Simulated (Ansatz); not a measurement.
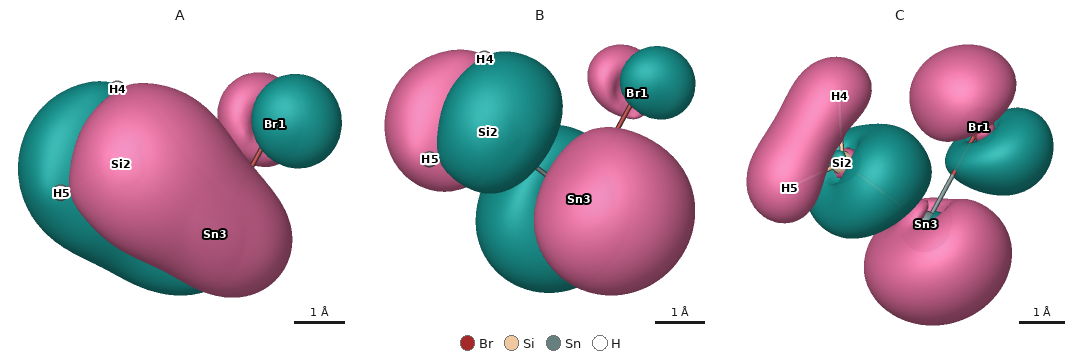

Figure 1: BrH2SiSn (SMILES [SiH2]=[Sn][Br]) (doublet). Three frontier orbitals at ±0.06 Å⁻³ᐟ² (teal and pink are the two phases), in no order.

Geometry: PBE-D3(BJ)/def2-SVP; core potentials replace the inner electrons of Sn.

The calculation used isolated molecule in a Gaussian basis; Kohn-Sham density functional theory, functional PBE0 (Ansatz).

```xyz
5

Br    0.1944   -1.1935    0.0050
Si   -3.4220   -0.6080    0.2447
Sn   -1.8442   -1.8011   -1.4655
H    -2.9968    0.0834    1.5181
H    -4.9278   -0.4925    0.1246
```

Question: Which picture is the HOMO−1, the HOMO and the LUMO? All are α orbitals.

Answer: C is the HOMO−1 (α) (−7.05 eV). It lies mainly on Sn3 (about 40 %), Br1 (about 30 %) and Si2 (about 25 %); it is symmetric in the molecular plane (an in-plane orbital: σ, lone-pair or in-plane π type). A is the HOMO (α) (−6.15 eV). It lies mainly on Si2 (about 60 %), Sn3 (about 30 %) and Br1 (about 10 %); it changes sign across the molecular plane (π type); π-bonding across Si2–Sn3. B is the LUMO (α) (−2.77 eV). Its weight (Hirshfeld) is mainly on Sn3 (about 65 %) and Si2 (about 25 %); it changes sign across the molecular plane (π type); π-antibonding (a node) across Si2–Sn3.

Question: What is the gap between the highest occupied and lowest empty α orbitals?

Answer: 3.38 eV between the orbital energies.
